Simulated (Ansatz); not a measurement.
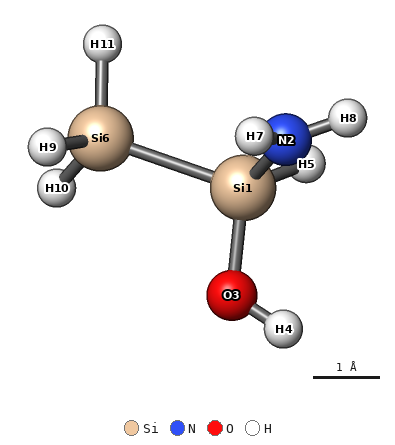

*The input geometry (ball-and-stick view, seen at a tilt; atoms are numbered from 1 in the order of the input).*

Bond lengths as drawn: H–N 1.00 to 1.01 Å, H–O 0.96 Å, H–Si 1.49 Å, N–Si 1.71 Å, O–Si 1.65 Å and Si–Si 2.34 Å.

## Single-point calculation of Si₂NH₇O

The run: single-point calculation of Si₂NH₇O. Method and program: RKS PBE0-D4/def2-TZVPP (Ansatz 0.2.0).

The geometry is the reactant side of a reaction. The reaction was set up to form N2–H4 and to break Si1–N2 and O3–H4 (atoms counted from 1 in the order of the input); sticks are drawn by distance alone. The geometry comes from this level: PBE0-D4/def2-TZVP.

## Output
```
Functional definition: PBE0
  name "PBE0"
  cite "Adamo & Barone, J. Chem. Phys. 110, 6158 (1999) doi:10.1063/1.478522"
  cite "Perdew, Burke & Ernzerhof, Phys. Rev. Lett. 77, 3865 (1996) doi:10.1103/PhysRevLett.77.3865"
  parent pbe
  parameter a = 0.25
  parameter kappa = 0.804
  parameter beta = 0.06672455060314922
  exchange = (1 - a)*pbe_x(kappa = kappa, mu = beta*pi^2/3) + a*exact_x
  correlation = pbe_c(beta = beta)
1301 factors; their error is unknown
mean field evaluation 1: about -19390.3682 eV, gradient 7.4e1 eV
mean field evaluation 2: about -19377.4088 eV, gradient 1.1e2 eV
mean field evaluation 4: about -19399.7624 eV, gradient 4.2e0 eV
mean field evaluation 8: about -19399.7964 eV, gradient 2.5e-2 eV
mean field -19399.83754010 eV, -712.9308799166 hartree, gradient 8.9e-5 eV, S^2 0.000000; 0 other end points of the search recorded, 0 dependent functions left out
reference -19399.83757460 eV, -712.9308811844 hartree; 25, 25 occupied and 219, 219 virtual orbitals, 1301 factors
Total energy: -19400.02881339 eV, -712.9379090802 hartree
```

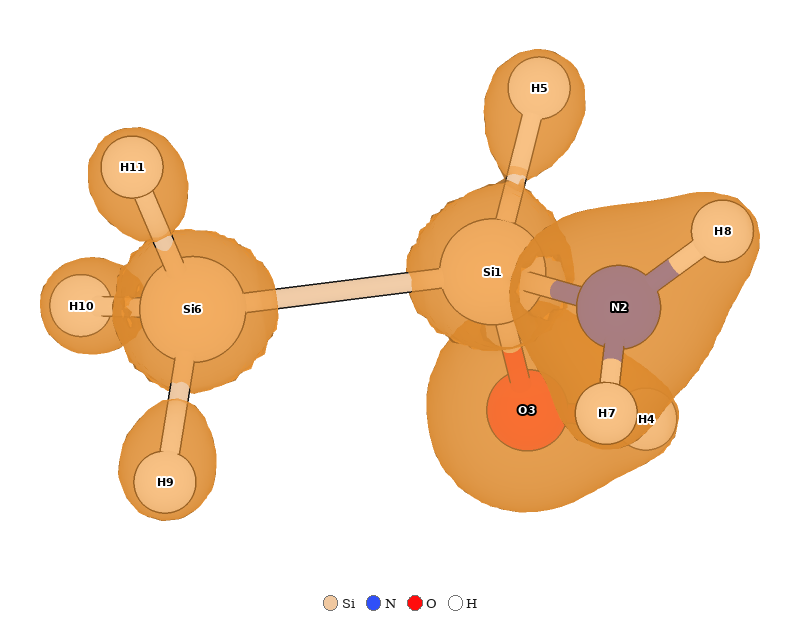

*Isosurface of the electron density at 0.8 e/Å³ (orange), seen from the side.*

At this value the surface falls into five separate pieces. It is pinched off along the Si–Si (2.34 Å) contacts. On the grid the lowest density along these lines, outside the cores, is 0.99 e/Å³ (Si–O, 1.65 Å), 0.96 e/Å³ (Si–N, 1.71 Å), 0.66 e/Å³ (Si–Si, 2.34 Å) and 2.5 e/Å³ (O–H, 0.96 Å).

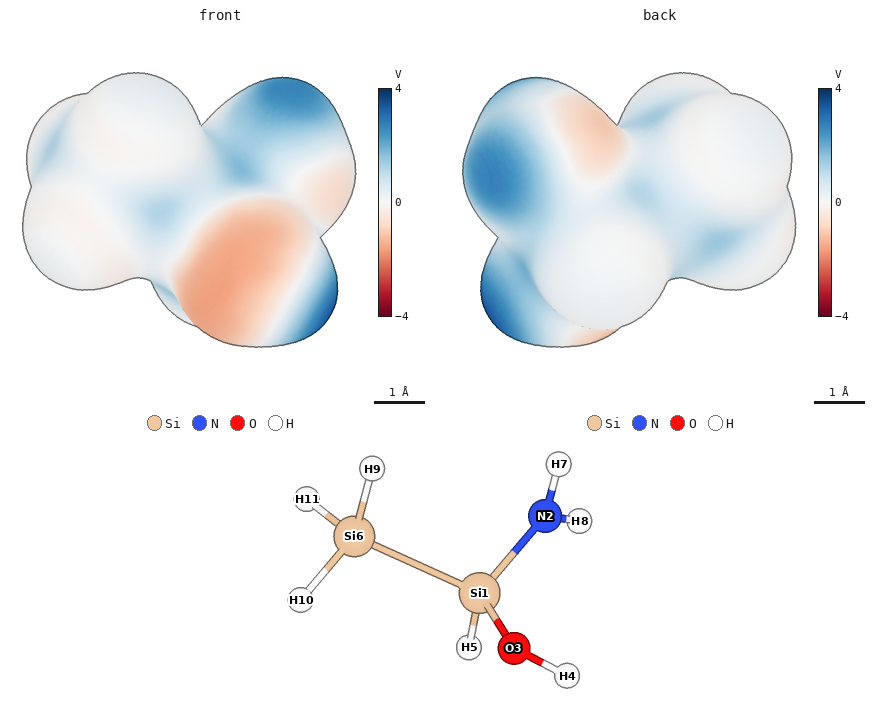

*The electrostatic potential painted on the density surface at 0.004 e/bohr³, seen at a tilt and from behind; red is negative and blue positive. The bare structure is drawn below in the same view.*

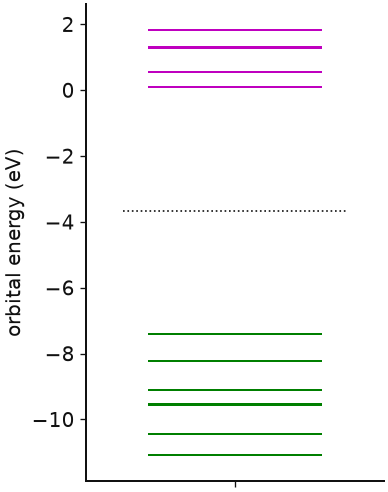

*Orbital energies near the frontier; the dotted line parts filled from empty levels, and levels within 0.02 eV of each other stand side by side.*

Highest filled −7.42 eV, lowest empty 0.09 eV, 7.51 eV apart.

This output came from the following input.

## The input
```yaml
crystal:
  periodic: [false, false, false]
  atoms:
    - {symbol: Si, position_ang: [-0.408608, 0.509491, -0.153414]}
    - {symbol: N, position_ang: [0.777591, 1.433259, 0.658858]}
    - {symbol: O, position_ang: [-0.378817, 0.610787, -1.803485]}
    - {symbol: H, position_ang: [-0.453974, 1.484775, -2.191579]}
    - {symbol: H, position_ang: [-1.696152, 1.042882, 0.376483]}
    - {symbol: Si, position_ang: [-0.104243, -1.772279, 0.259862]}
    - {symbol: H, position_ang: [1.763365, 1.238741, 0.625577]}
    - {symbol: H, position_ang: [0.566487, 2.294196, 1.132108]}
    - {symbol: H, position_ang: [1.311278, -2.151312, -0.013612]}
    - {symbol: H, position_ang: [-0.988662, -2.621840, -0.582136]}
    - {symbol: H, position_ang: [-0.388366, -2.068599, 1.691337]}
basis:
  gaussian: {orbitals: def2-TZVPP}
hamiltonian: {xc: pbe0, dispersion: d4}
output: {orbitals: {seedname: orbitals}}
```

Command:
```bash
ansatz run in.yaml --threads 4 --pin off --events-out ev --progress --plain --max-ram 9574MiB
```

## Results in brief

```json
{"quantity": "outcome", "value": "converged"}
{"quantity": "total energy", "value": "−19400.0288 eV"}
{"quantity": "mean-field energy", "value": "−19399.8376 eV"}
{"quantity": "dispersion energy", "value": "−0.1912 eV"}
{"quantity": "SCF solution under orbital rotations", "value": "stable"}
{"quantity": "HOMO", "value": "−7.42 eV"}
{"quantity": "LUMO", "value": "0.09 eV"}
{"quantity": "hardware", "value": "4 threads of Arm Neoverse V1, 23 GiB of memory available, shared host"}
{"quantity": "wall time", "value": "2.5 s (CPU time 9.2 s)"}
{"quantity": "peak memory", "value": "0.56 GiB"}
```
